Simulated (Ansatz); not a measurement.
# CHClF3Si (charge +1): what the fields show

The calculation's input:

```
basis:
  gaussian:
    orbitals: def2-TZVPD
crystal:
  periodic: [false, false, false]
  atoms:
    - symbol: C
      position_ang: [0.423883, 1.247439, 1.127594]
    - symbol: Cl
      position_ang: [0.093087, -0.347605, 1.261200]
    - symbol: F
      position_ang: [0.714096, 3.327888, 2.947165]
    - symbol: F
      position_ang: [-1.552082, 1.915476, 3.082584]
    - symbol: F
      position_ang: [-1.125013, 3.552615, 1.012622]
    - symbol: Si
      position_ang: [-0.482053, 2.635809, 2.149379]
    - symbol: H
      position_ang: [1.223889, 1.492383, 0.393184]
total_charge: 1
hamiltonian:
  xc: {name: PBE0}
output: {forces: true, orbitals: {seedname: orbitals}}
```

Command:

```sh
ansatz run input.yaml --threads 1 --pin off --max-ram 2610MiB --events-out events.jsonl --progress --plain --runs-dir runs
```

Geometry: BLYP-D3(BJ)/def2-SVP.

Method: isolated molecule in a Gaussian basis; Kohn-Sham density functional theory, functional PBE0 in Ansatz 0.2.0.

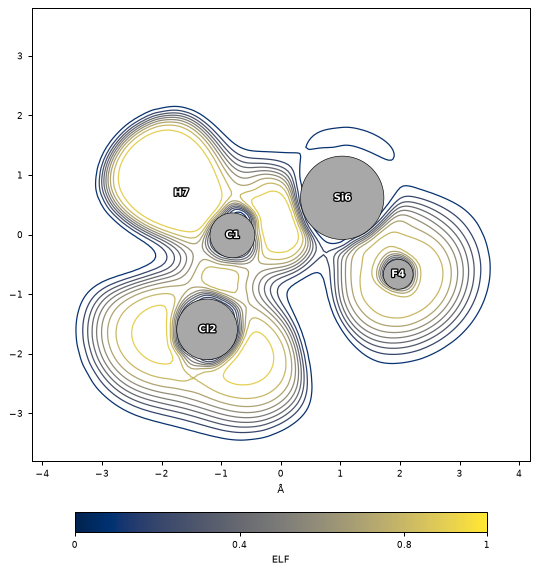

Figure 1. ELF on the plane of atoms Si6, C1 and H7. Grey discs cover the atomic cores.

### Read the bonding off the picture.

The section cuts through C, Cl, F, Si and H sites.
Si–F (1.59 Å): the ELF peaks at about 0.80 in the valence shell of F, 0.6 Å from its nucleus, and is about 0.55 at the midpoint.
C–Cl (1.63 Å): the ELF peaks at about 0.90 between the atoms; localised, covalent bonding.
C–Si (1.95 Å): the ELF peaks at about 1 between the atoms, as expected for a shared electron pair.
C–H (1.11 Å): the ELF climbs to about 1 towards the hydrogen, as it does in any bond to H: an ordinary covalent bond to hydrogen.
The ELF also peaks beside Cl2 and F4, away from the bonds: lone-pair regions.

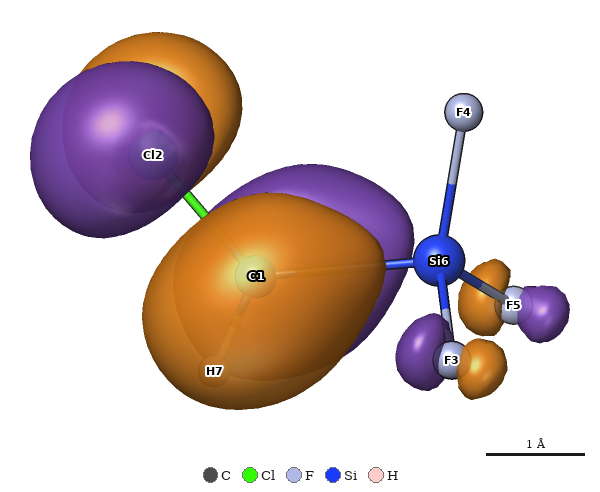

Figure 2. The LUMO at ±0.1 Å⁻³ᐟ² (orange and purple are the two phases), seen at a tilt.

### What is the character of this orbital?

By Hirshfeld shares it lies mainly on C1 (about 55 %) and Cl2 (about 30 %); π-antibonding (π*) across C1–Cl2. Its energy is −11.22 eV.

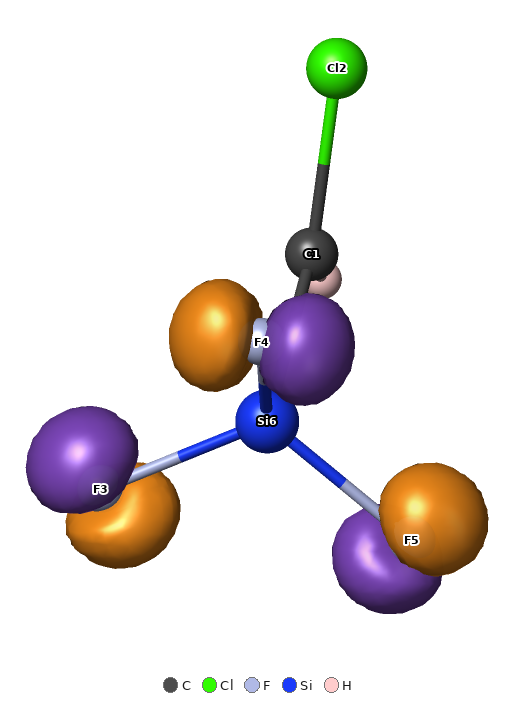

Figure 3. The HOMO−1 at ±0.3 Å⁻³ᐟ² (orange and purple are the two phases), seen at an oblique angle.

### What is the character of this orbital?

Its weight (Hirshfeld) is mainly on F4 (about 30 %), F3 (about 30 %) and F5 (about 30 %); largely a combination of lone pairs on F4, F3 and F5. Its energy is −17.56 eV.
